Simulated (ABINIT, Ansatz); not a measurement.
# KBr (Fm-3m): from Born charge to LO-TO splitting

Aim: work out the LO frequency and the static dielectric constant of KBr (Fm-3m) from one linear-response run, then check them.

Main program and level: ABINIT 10.8.3; DFT LDA, scalar-relativistic, plane waves, JTH PAW pseudopotentials.

## Step 1: The relaxed structure

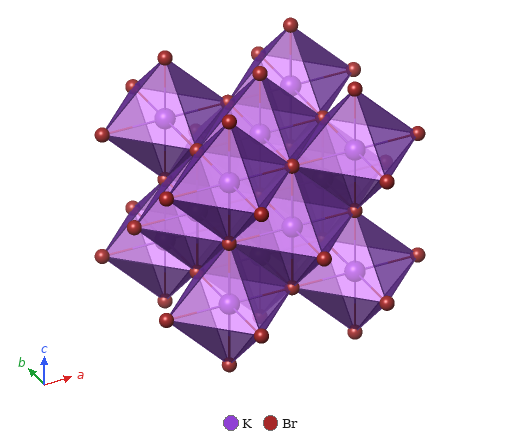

The cell as given, from a free direction (potassium purple, bromine red). This picture shows the conventional cell, with its axes. Some periodic images of atoms are drawn too.

This is the cell after its relaxation at this level of theory, not the database cell from which that began.

## Step 2: What the response run gave

A linear-response run on the relaxed cell, with the response to an electric field; only its zone-centre results are used. Cutoff 24 Ha, k mesh 4×4×4 with shifts.

Numbers of over 12 decimals in the logs are rounded to 6 here.

Output:

```text
[banners, grids, parts of the stress and lines that vanish by symmetry left out]
- input  file    -> dfpt_gamma.abi
- output file    -> dfpt_gamma.abo
- root for input  files -> dfpt_gammai
[...]
DATASET    1 : space group Fm -3 m (#225); Bravais cF (face-center cubic)
[...]
nfft =       64000          nkpt =         128
[...]
DATASET    2 : space group Fm -3 m (#225); Bravais cF (face-center cubic)
[...]
nfft =       64000          nkpt =         128
[...]
== DATASET  1 ==================================================================
[...]
cutoff_energies: {ecut:  24.0, pawecutdg:  48.0, }
[...]
Perturbation : derivative vs k along direction   1
[...]
-ETOT  1  -12.263742135200     -1.226E+01 5.936E-02 0.000E+00
 ETOT  2  -12.293941329438     -3.020E-02 1.171E-03 0.000E+00
 ETOT  3  -12.294142792173     -2.015E-04 3.879E-06 0.000E+00
 ETOT  4  -12.294144618598     -1.826E-06 4.392E-08 0.000E+00
 ETOT  5  -12.294144638735     -2.014E-08 1.431E-09 0.000E+00
[...]
At SCF step   12   max residual=  9.96E-21 < tolwfr=  1.00E-20 =>converged.
[...]
Perturbation : derivative vs k along direction   2
[...]
-ETOT  1  -12.263742135008     -1.226E+01 5.936E-02 0.000E+00
[...]
At SCF step   12   max residual=  9.96E-21 < tolwfr=  1.00E-20 =>converged.
[...]
Perturbation : derivative vs k along direction   3
[...]
-ETOT  1  -12.263742134816     -1.226E+01 5.936E-02 0.000E+00
[...]
At SCF step   12   max residual=  9.96E-21 < tolwfr=  1.00E-20 =>converged.
[...]
== DATASET  2 ==================================================================
[...]
cutoff_energies: {ecut:  24.0, pawecutdg:  48.0, }
[...]
Perturbation : displacement of atom   1   along direction   1
[...]
-ETOT  1   1014.8027960688     -2.750E+02 3.253E+00 5.364E+06
[...]
At SCF step   14       vres2   =  3.48E-12 < tolvrs=  1.00E-10 =>converged.
[...]
Perturbation : displacement of atom   2   along direction   1
[...]
-ETOT  1   211.31473740159     -2.014E+02 8.191E-01 1.538E+06
[...]
At SCF step   13       vres2   =  8.62E-12 < tolvrs=  1.00E-10 =>converged.
[...]
Perturbation : homogeneous electric field along direction   1
[...]
-ETOT  1  -39.892264555107     -3.989E+01 7.368E-01 5.141E+04
[...]
At SCF step   12       vres2   =  2.41E-11 < tolvrs=  1.00E-10 =>converged.
[...]
-ETOT  1   8.263029     -2.098E+01 6.802E+00 4.298E+04
[...]
-ETOT  1  0.525625     -1.467E+01 1.703E-01 1.739E+03
[...]
ETOT  9  7.46469388505443E-02 -3.288E-11 1.608E-13 2.139E-09
 ETOT 10  7.46469388496100E-02 -9.361E-13 5.932E-15 9.059E-11
 At SCF step   10       vres2   =  9.06E-11 < tolvrs=  1.00E-10 =>converged.
[...]
Dielectric tensor, in cartesian coordinates,
[...]
1    4   1    4         2.6971390644        -0.0000000000
   1    4   2    4        -0.0000000000        -0.0000000000
   1    4   3    4        -0.0000000000        -0.0000000000
   2    4   1    4        -0.0000000000        -0.0000000000
   2    4   2    4         2.6971390644        -0.0000000000
   2    4   3    4         0.0000000000        -0.0000000000
   3    4   1    4        -0.0000000000        -0.0000000000
   3    4   2    4         0.0000000000        -0.0000000000
   3    4   3    4         2.6971390644        -0.0000000000
  Effective charges, in cartesian coordinates,
[...]
1    1   1    4         1.0964374444         0.0000000000
   2    1   1    4        -0.0000000000         0.0000000000
   3    1   1    4         0.0000000000         0.0000000000
   1    2   1    4        -1.0956638560         0.0000000000
   2    2   1    4         0.0000000000         0.0000000000
[...]
Effective charges, in cartesian coordinates,
[...]
Rigid-atom elastic tensor , in cartesian coordinates,
[...]
Rigid-atom proper piezoelectric tensor, in cartesian coordinates,
[...]
2    4   2    6         0.0000000000         0.0000000000
   2    4   3    6         0.0000000000         0.0000000000
   3    4   1    5        -0.0000000000         0.0000000000
   3    4   2    5        -0.0000000000         0.0000000000
   3    4   3    5        -0.0000000000         0.0000000000
   3    4   1    6         0.0000000000         0.0000000000
   3    4   2    6        -0.0000000000         0.0000000000
   3    4   3    6         0.0000000000         0.0000000000
  Warning: The rigid-atom proper piezoelectric tensor
[...]
Phonon wavevector (reduced coordinates) :  0.00000  0.00000  0.00000
 Phonon energies in Hartree :
[...]
Phonon frequencies in cm-1    :
-  5.973319E+00  5.973319E+00  5.973319E+00  1.300333E+02  1.300333E+02
-  1.300333E+02
  Phonon at Gamma, with non-analyticity in the
[...]
Phonon energies in Hartree :
[...]
Phonon frequencies in cm-1    :
-  5.973319E+00  5.973319E+00  5.977418E+00  1.300333E+02  1.300333E+02
-  1.725077E+02
  Phonon at Gamma, with non-analyticity in the
[...]
Phonon energies in Hartree :
[...]
Phonon frequencies in cm-1    :
-  5.973319E+00  5.973319E+00  5.977417E+00  1.300333E+02  1.300333E+02
-  1.725077E+02
  Phonon at Gamma, with non-analyticity in the
[...]
Phonon energies in Hartree :
[...]
Phonon frequencies in cm-1    :
-  5.973319E+00  5.973319E+00  5.977417E+00  1.300333E+02  1.300333E+02
-  1.725077E+02
[...]
fcart2     0.0000000000E+00  0.0000000000E+00  0.0000000000E+00
           strten2     0.0000000000E+00  0.0000000000E+00  0.0000000000E+00
================================================================================
```

| quantity | value |
| --- | --- |
| cell volume Ω (Å³) | 64.983 |
| mass of K (u) | 39.098 |
| mass of Br (u) | 79.904 |
| Born charge of K, raw (e) | 1.096 |
| Born charge of Br, raw (e) | -1.096 |
| ε∞ | 2.697 |
| ω(TO) after the sum rule (cm⁻¹) | 129.8 |

## Step 3: The calculation

The charges must sum to zero over the cell; taking off their mean, 0.000 e, leaves Z* = 1.096 e on K. In the polar mode K moves against Br, so the reduced mass is μ = 39.10 × 79.90 / 119.00 = 26.253 u.

A longitudinal wave builds up a field that adds to the restoring force: ω(LO)² = ω(TO)² + 4π Z*² / (μ Ω ε∞), in Hartree atomic units. With μ = 47855 electron masses and Ω = 438.53 bohr³ the second term is 2.6671e-07 Ha², or 12847 cm⁻² (1 Ha = 219474.6 cm⁻¹).

So ω(LO) = √(16838 + 12847) = 172.3 cm⁻¹, and by the Lyddane-Sachs-Teller relation ε₀ = ε∞ (ω(LO)/ω(TO))² = 4.76.

## Step 4: Check against the program

The analysis program adds the same non-analytic term to the full matrix.

Output:

```text
[banners, grids, parts of the stress and lines that vanish by symmetry left out]
-outvars_anaddb: echo values of input variables ----------------------

 Flags :
[...]
Dielectric Tensor and Effective Charges
[...]
Effective charge tensors after
[...]
Phonon wavevector (reduced coordinates) :  0.00000  0.00000  0.00000
 Phonon energies in Hartree :
[...]
Phonon energies in meV     :
-  0.000000E+00  0.000000E+00  0.000000E+00  1.608773E+01  1.608773E+01
-  1.608773E+01
 Phonon frequencies in cm-1    :
-  0.000000E+00  0.000000E+00  0.000000E+00  1.297563E+02  1.297563E+02
-  1.297563E+02
 Phonon frequencies in Thz     :
-  0.000000E+00  0.000000E+00  0.000000E+00  3.889995E+00  3.889995E+00
-  3.889995E+00
 Phonon energies in Kelvin  :
-  0.000000E+00  0.000000E+00  0.000000E+00  1.866903E+02  1.866903E+02
-  1.866903E+02
[...]
-  1  0.00000000E+00  0.00000000E+00  2.14705082E-03
-     0.00000000E+00  0.00000000E+00  0.00000000E+00
-  2  0.00000000E+00  0.00000000E+00  2.14705043E-03
-     0.00000000E+00  0.00000000E+00  0.00000000E+00
[...]
-  1  0.00000000E+00 -2.14705082E-03  0.00000000E+00
-     0.00000000E+00  0.00000000E+00  0.00000000E+00
-  2  0.00000000E+00 -2.14705043E-03  0.00000000E+00
-     0.00000000E+00  0.00000000E+00  0.00000000E+00
[...]
-  1  2.14705082E-03  0.00000000E+00  0.00000000E+00
-     0.00000000E+00  0.00000000E+00  0.00000000E+00
-  2  2.14705043E-03  0.00000000E+00  0.00000000E+00
-     0.00000000E+00  0.00000000E+00  0.00000000E+00
[...]
-  1  0.00000000E+00  0.00000000E+00 -3.06935815E-03
-     0.00000000E+00  0.00000000E+00  0.00000000E+00
-  2  0.00000000E+00  0.00000000E+00  1.50188611E-03
-     0.00000000E+00  0.00000000E+00  0.00000000E+00
[...]
-  1  0.00000000E+00 -3.06935816E-03  0.00000000E+00
-     0.00000000E+00  0.00000000E+00  0.00000000E+00
-  2  0.00000000E+00  1.50188611E-03  0.00000000E+00
-     0.00000000E+00  0.00000000E+00  0.00000000E+00
[...]
-  1  3.06935816E-03  0.00000000E+00  0.00000000E+00
-     0.00000000E+00  0.00000000E+00  0.00000000E+00
-  2 -1.50188611E-03  0.00000000E+00  0.00000000E+00
-     0.00000000E+00  0.00000000E+00  0.00000000E+00
[...]
-     1         -0.000000     0.000000     0.000000     0.000000
-     2          0.000000    -0.000000     0.000000     0.000000
-     3          0.000000     0.000000    -0.000000     0.000000
-     4          0.000033    -0.000040    -1.466245     1.466245
-     5          0.000009    -1.466245     0.000040     1.466245
-     6          1.466245     0.000009     0.000033     1.466245
[...]
-   1     Real    0.0000E+00  0.0000E+00  0.0000E+00  0.0000E+00  0.0000E+00  0.0000E+00  0.0000E+00
[...]
-  5.165128E+00
 Phonon energies in Kelvin  :
-  0.000000E+00  0.000000E+00  0.000000E+00  1.866903E+02  1.866903E+02
-  2.478870E+02
[...]
-  1  0.00000000E+00  0.00000000E+00  2.14705082E-03
-     0.00000000E+00  0.00000000E+00  0.00000000E+00
-  2  0.00000000E+00  0.00000000E+00  2.14705043E-03
-     0.00000000E+00  0.00000000E+00  0.00000000E+00
[...]
Phonon at Gamma, with non-analyticity in the
[...]
Phonon energies in Hartree :
[...]
Phonon energies in meV     :
-  0.000000E+00  0.000000E+00  0.000000E+00  1.608773E+01  1.608773E+01
-  2.136125E+01
 Phonon frequencies in cm-1    :
-  0.000000E+00  0.000000E+00  0.000000E+00  1.297563E+02  1.297563E+02
-  1.722901E+02
 Phonon frequencies in Thz     :
-  0.000000E+00  0.000000E+00  0.000000E+00  3.889995E+00  3.889995E+00
-  5.165128E+00
 Phonon energies in Kelvin  :
-  0.000000E+00  0.000000E+00  0.000000E+00  1.866903E+02  1.866903E+02
-  2.478870E+02
[...]
Phonon at Gamma, with non-analyticity in the
[...]
Phonon energies in Hartree :
[...]
Phonon energies in meV     :
-  0.000000E+00  0.000000E+00  0.000000E+00  1.608773E+01  1.608773E+01
-  2.136125E+01
 Phonon frequencies in cm-1    :
-  0.000000E+00  0.000000E+00  0.000000E+00  1.297563E+02  1.297563E+02
-  1.722901E+02
 Phonon frequencies in Thz     :
-  0.000000E+00  0.000000E+00  0.000000E+00  3.889995E+00  3.889995E+00
-  5.165128E+00
 Phonon energies in Kelvin  :
-  0.000000E+00  0.000000E+00  0.000000E+00  1.866903E+02  1.866903E+02
-  2.478870E+02
[...]
-  1  0.00000000E+00 -2.14705073E-03 -4.77176642E-07
-     0.00000000E+00  0.00000000E+00  0.00000000E+00
-  2  0.00000000E+00 -2.14705039E-03 -4.77233461E-07
-     0.00000000E+00  0.00000000E+00  0.00000000E+00
[...]
-  1  2.14705078E-03  0.00000000E+00  0.00000000E+00
-     0.00000000E+00  0.00000000E+00  0.00000000E+00
-  2  2.14705044E-03  0.00000000E+00  0.00000000E+00
-     0.00000000E+00  0.00000000E+00  0.00000000E+00
[...]
-  1  3.39001575E-04  1.98091503E-03 -2.31991661E-03
-     0.00000000E+00  0.00000000E+00  0.00000000E+00
-  2 -1.65878901E-04 -9.69293457E-04  1.13517236E-03
-     0.00000000E+00  0.00000000E+00  0.00000000E+00
[...]
-  1  2.48308630E-03 -1.53512713E-03 -9.47959176E-04
-     0.00000000E+00  0.00000000E+00  0.00000000E+00
-  2 -1.21501391E-03  7.51162295E-04  4.63851610E-04
-     0.00000000E+00  0.00000000E+00  0.00000000E+00
[...]
Direction                     Dielectric constant
[...]
Elastic Tensor (clamped ion) (unit:10^2GP):
[...]
Elastic Tensor (relaxed ion) (unit:10^2GP):
[...]
0.0000000   0.0000000  -0.0000000  -0.0000000  19.9676922   0.0000000
  -0.0000000   0.0000000   0.0000000  -0.0000000  -0.0000000  19.9676931
-
```

| quantity | by hand | program |
| --- | --- | --- |
| ω(LO) (cm⁻¹) | 172.3 | 172.3 |
| ε₀ | 4.76 | 4.76 |

## Step 5: Outcome

```
TO mode                    : 129.8 cm⁻¹
LO mode                    : 172.3 cm⁻¹
static dielectric constant : 4.755
```

The LO mode of KBr (Fm-3m) lies at 172 cm⁻¹, 43 cm⁻¹ above the TO mode; the formula meets the program within 0.1 cm⁻¹, as it must for a cubic crystal with one polar mode. ω(LO)² − ω(TO)² goes with Z*²/ε∞: an error of 5 % in ε∞ would move the LO mode by 1.8 cm⁻¹, and semilocal functionals tend to overestimate ε∞. These are harmonic values at zero temperature, at the volume of this functional, for the structure held cubic; stability elsewhere in the zone is no part of this calculation.

[Host names and launcher messages were left out of these logs when they were recorded.]

[Logs are printed without paths, hosts, clocks, repeated set-up lines and the standing remarks that a program may print on its own settings, such as how far it seeks lower states.]

[Hosts, paths, dates, database ids (printed as entryN), source tags and the programs' standing remarks are cut or masked in the printed files.]
